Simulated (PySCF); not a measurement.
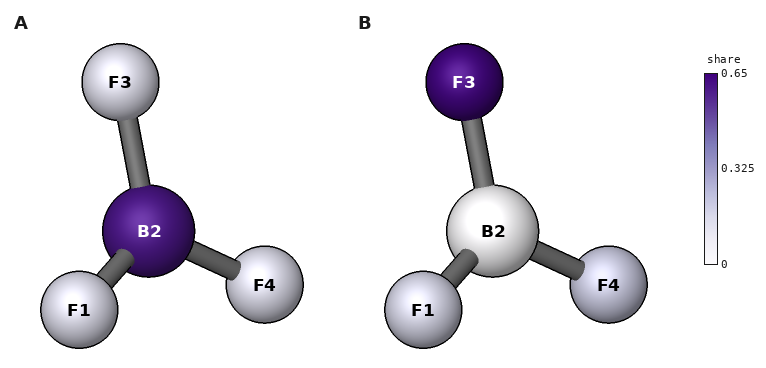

Each panel colours the atoms by their Löwdin share in one orbital (up to four of the largest shares; other atoms are shown as zero). Geometry: a frame of a GFN2-xTB molecular-dynamics simulation, not a minimum. Level of theory: PBE0/def2-SVPD (PySCF 2.14.0).

**The panels show the HOMO, LUMO, in some order. Which is which?**

A: LUMO, −0.82 eV; B2 0.60, F4 0.14, F1 0.14, F3 0.13
B: HOMO, −12.28 eV; F3 0.64, F4 0.20, F1 0.16
